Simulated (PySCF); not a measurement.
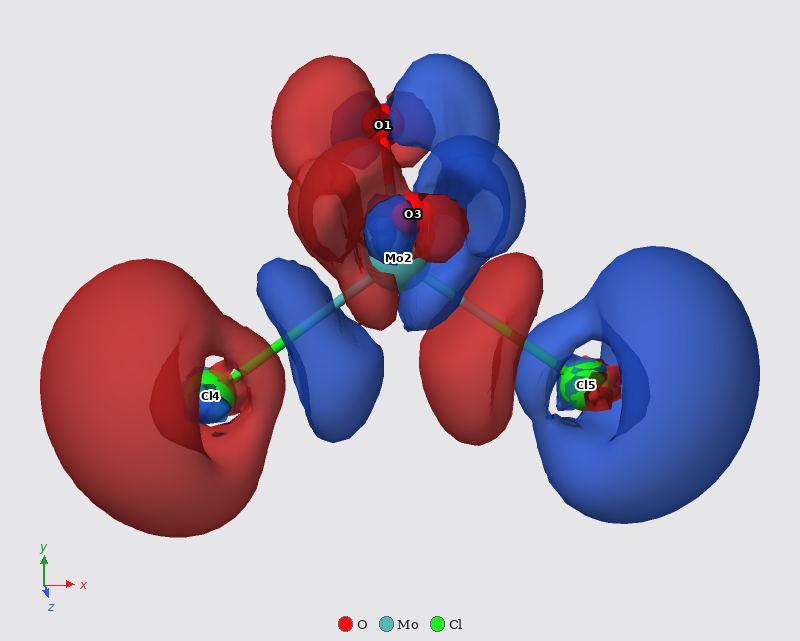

Cl$_{2}$MoO$_{2}$, SMILES `O=[Mo](=O)(Cl)Cl`. Change of the electron density in a uniform field of 0.51 V/Å, surfaces at ±0.004 e/Å³ (blue: gain, red: loss).

Method: CAM-B3LYP/def2-SVPD; geometry: GFN2-xTB; program: PySCF. Core potentials replace the inner electrons of Mo; spin–orbit coupling isn't included. This is a single-reference result, which may miss multireference character in this system. No frequency check shows the geometry to be a minimum. GFN2-xTB bond lengths at metals and heavier atoms can be off by up to 0.1 Å and shapes distorted, which carries into these values.

Geometry (Å), atoms numbered from 1:

```
O1      -0.0004    1.1724   -1.3948
Mo2      0.0000    0.3195    0.0000
O3       0.0004    1.1724    1.3948
Cl4     -1.7326   -0.9464    0.0001
Cl5      1.7326   -0.9464   -0.0001
```

The field was applied in both directions; the picture shows the one opposite to the script's first.

Question: Along which Cartesian direction does the field point?

Answer: Along −x: electrons gather on the +x side, against the field.

Question: What dipole is induced, and what polarisability does it imply?

Answer: The induced dipole is 1.93 D (along the field); α along this axis, from the fields in both directions, is 76 bohr³ (11.2 Å³).
